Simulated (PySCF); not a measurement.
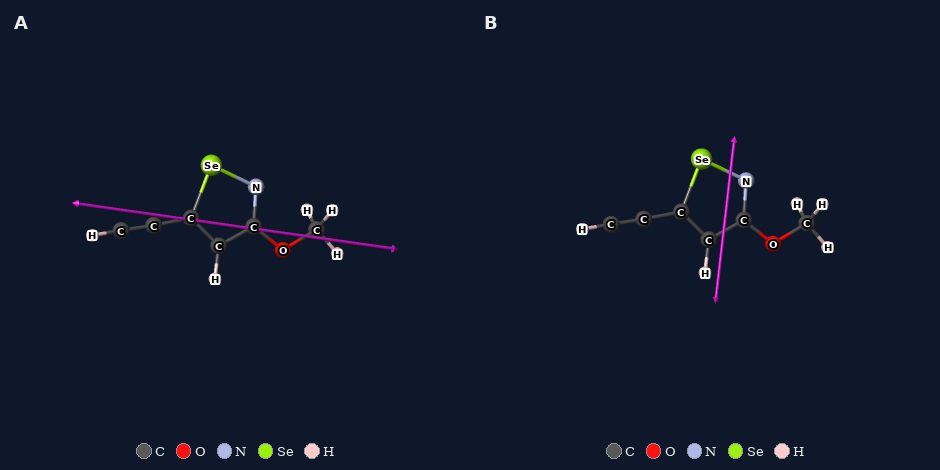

The double arrows show the directions of two transition dipoles from the ground state (lengths mean nothing). Computed geometry: PBE0-D3(BJ)/def2-SVP optimisation. No frequency run is at hand to confirm it as a minimum. Properties computed with TDDFT B3LYP/def2-SVPD, vertical, gas phase, core orbitals frozen in the response (PySCF 2.14.0).

Question. One belongs to singlet state 1 and one to singlet state 4. Which is which?

Answer. A: state 4, 4.87 eV (255 nm), oscillator strength 0.20, mainly HOMO−1 → LUMO (weight 0.88).
B: state 1, 4.15 eV (299 nm), oscillator strength 0.080, mainly HOMO → LUMO (weight 0.96).
